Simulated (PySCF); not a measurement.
# Run report: Au⁺, atomic calculation

Au⁺, configuration 1s2 2s2 2p6 3s2 3p6 3d10 4s2 4p6 4d10 4f14 5s2 5p6 5d10, multiplicity 1. Computed at this level: unrestricted LDA, cc-pVTZ-PP with ECP60, scalar-relativistic core potential (PySCF).

## Input file
```python
from pyscf import gto, scf, dft, mp, cc
import basis_set_exchange as bse
txt = bse.get_basis("cc-pVTZ-PP", elements=["Au"], fmt="nwchem", header=False)
cut = txt.index("\nECP")
mol = gto.M(atom="Au 0 0 0", charge=1, spin=0, symmetry="D2h",
            basis=gto.basis.parse(txt[:cut]),
            ecp={"Au": gto.basis.parse_ecp(txt[cut:])})
mf = dft.UKS(mol, xc="LDA,VWN")
mf.irrep_nelec = {'Ag': (3, 3), 'B1g': (1, 1), 'B2g': (1, 1), 'B3g': (1, 1), 'B1u': (1, 1), 'B2u': (1, 1), 'B3u': (1, 1)}
mf.kernel()
```

The script is an equivalent of what the driver set up; the driver started from orbitals of its own, so the log can be shorter than this script's would be, and it computed the properties (radii, ⟨L²⟩, response) afterwards. It also set what the script leaves out: ang = 14. It held the occupations shell by shell, which the script's counts by irreducible representation don't always enforce.

Hardware: 1 thread of Intel Xeon, 54 GiB of memory available, shared host.

The run was one of a batch that the task file lists, launched with:
```bash
OMP_NUM_THREADS=1 python <driver script> TASK.json OUT
```

## Output (extracts)
```
damping factor = 0
level_shift factor = 0
DIIS = <class 'pyscf.scf.diis.CDIIS'>
diis_start_cycle = 1
diis_space = 10
diis_damp = 0
SCF conv_tol = 1e-09
SCF conv_tol_grad = None
number electrons alpha = 9  beta = 9
XC functionals = LDA,VWN
    P. A. M. Dirac.,  Math. Proc. Cambridge Philos. Soc. 26, 376 (1930)
    F. Bloch.,  Z. Phys. 57, 545 (1929)
    S. H. Vosko, L. Wilk, and M. Nusair.,  Can. J. Phys. 58, 1200 (1980)
cycle= 1 E= -136.71925426163  delta_E= -1.6  |g|= 0.224  |ddm|= 0.86
cycle= 2 E= -136.731500453466  delta_E= -0.0122  |g|= 0.0565  |ddm|= 0.135
cycle= 3 E= -136.731881087887  delta_E= -0.000381  |g|= 0.0401  |ddm|= 0.0414
cycle= 4 E= -136.732270100707  delta_E= -0.000389  |g|= 0.00389  |ddm|= 0.0183
cycle= 5 E= -136.732274575926  delta_E= -4.48e-06  |g|= 0.000133  |ddm|= 0.00219
cycle= 6 E= -136.732274585848  delta_E= -9.92e-09  |g|= 2.07e-06  |ddm|= 0.000149
cycle= 7 E= -136.73227458585  delta_E= -1.28e-12  |g|= 6.5e-08  |ddm|= 1.54e-06
converged SCF energy = -136.73227458585  <S^2> = 2.4336089e-13  2S+1 = 1
```

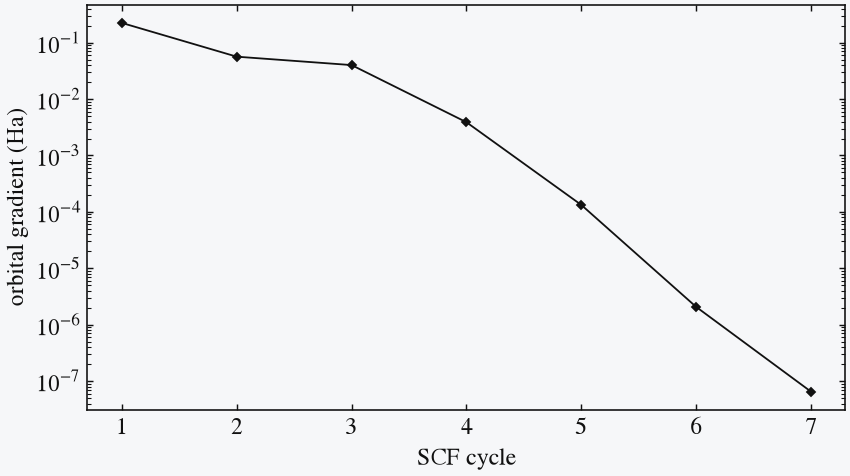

Fig. 1: Convergence: orbital gradient against the SCF cycle. The residual falls at every step. It goes from 0.22 to 6.5×10⁻⁸ in 7 steps.

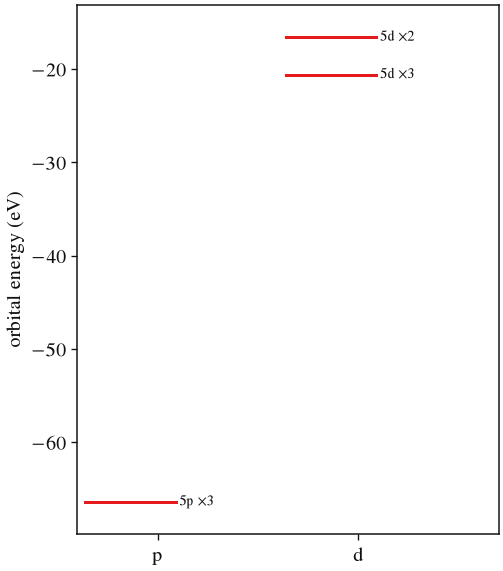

Fig. 2: Orbital energies of the mean field, from the top down to −66.4 eV, by angular momentum; ×n counts the orbitals under one label. The highest filled orbital is 5d at −16.6 eV, the lowest empty one s at −12.8 eV.

## What the run reported

- outcome: converged
- total energy (valence electrons, under a core potential): −136.732275 hartree
- ⟨L²⟩: 16.20
- SCF iterations: 7

## What is odd here

The input is odd on purpose: grid misses charge; populations left the configuration by 0.40 electrons; angular grid far too coarse. The program ran to the end. Its numbers are those of this setting; this run alone doesn't show how far the oddity moves them. ⟨L²⟩ departs from that of the intended term, so the determinant mixes terms.
